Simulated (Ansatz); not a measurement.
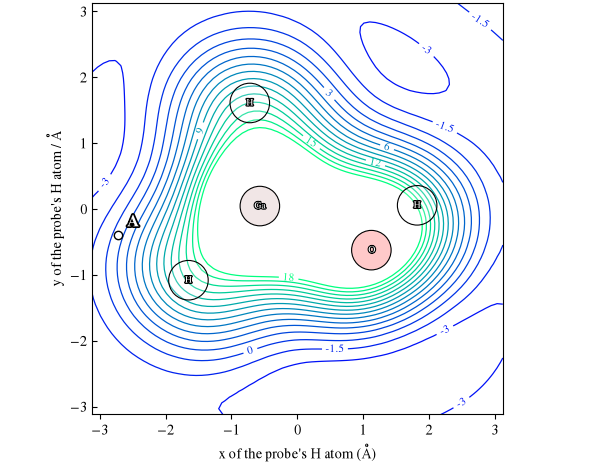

GaH₃O with the probe H2. The probe is moved over a plane parallel to the molecule's main plane, 1.70 Å above it. First axis: x of the probe's H atom. Second axis: y of the probe's H atom. Nothing is relaxed (molecule and probe rigid, the probe upright with H nearest the plane). The scan uses a 17 × 17 grid. Points are written as (first, second). Energies are in kJ/mol, from molecule and probe far apart, each relaxed in its own basis (no counterpoise correction). Theory: RKS PBE-D4/def2-SVPD (Ansatz).

Drawn: contour lines labelled in kJ/mol (none above 18), labelled circles for the molecule's atoms, projected on the plane, the point A. Between grid points the surface is interpolated.

### Is A at rest? If not, where is it pushed?

A, at (−2.73 Å, −0.39 Å), is not a stationary point. The computed force is 0.097 eV/Å in the plane, pointing left in the picture (components −0.090 and 0.035 eV/Å).
